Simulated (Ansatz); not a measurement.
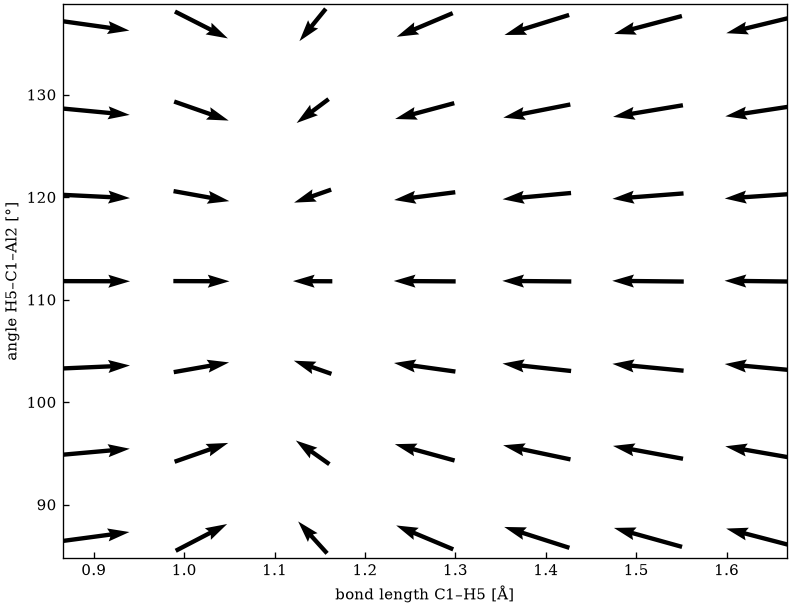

CH₃AlCl₂, SMILES [CH3][Al]([Cl])[Cl]. The first coordinate is: bond length C1–H5; the second: angle H5–C1–Al2. Nothing is relaxed (all other coordinates rigid). The grid has 7 × 7 points. Points are written as (first, second). The reference is spin-restricted, which grows unreliable where a bond is stretched far. Method: RKS PBE0-D4/def2-TZVP (Ansatz 0.2.0).

In the figure: arrows along the force (downhill), their lengths compressed.

**The arrows alone are given. Where is the energy lowest?**

The arrows converge at about (1.090 Å, 112°) (read from the interpolated surface).

The energy map of the same scan:

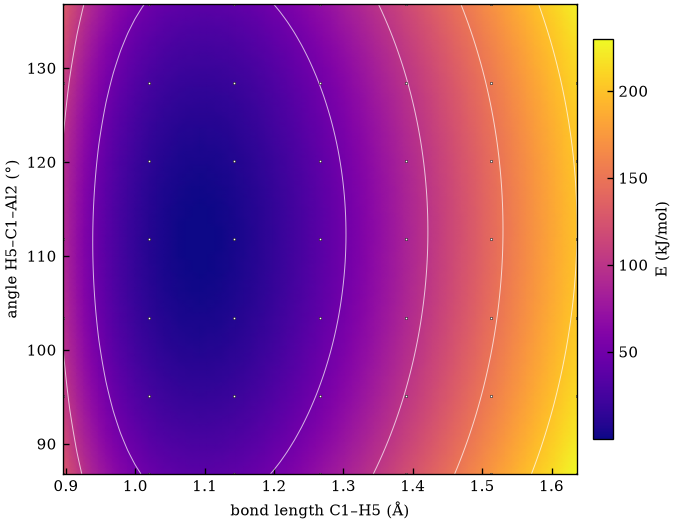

Energies are in kJ/mol, from the relaxed molecule at the same level; between grid points the surface is interpolated.
